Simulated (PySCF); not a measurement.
Vertical excitations of a molecule C₄H₂BrCl from TDDFT-M06-2X/def2-SVPD run with PySCF, as energy in eV (oscillator strength): 4.97 (0.000), 5.16 (0.300), 5.30 (0.000), 5.82 (0.000), 6.04 (0.000), 6.40 (0.034), 6.63 (0.004), 6.68 (0.002), 6.92 (0.024), 6.97 (0.009). Lowest triplet (TDA): 3.36 eV. Geometry: PBE0-D3(BJ)/def2-SVP. One conformer was computed; it need not be the lowest.

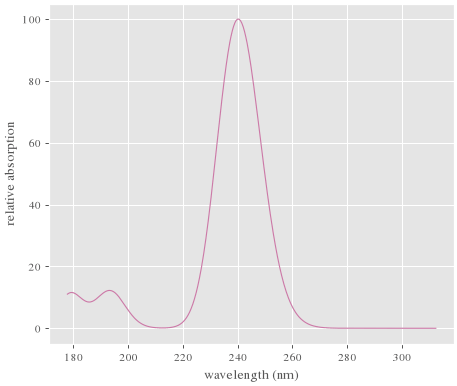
*The lines broadened by 0.4 eV.*

Question: Pick the molecule that these values belong to.
A. C#C/C(Cl)=C\Br
B. C#C/C(Br)=C\Cl
C. C#C/C=C(/Cl)Br

Answer: A, C#C/C(Cl)=C\Br
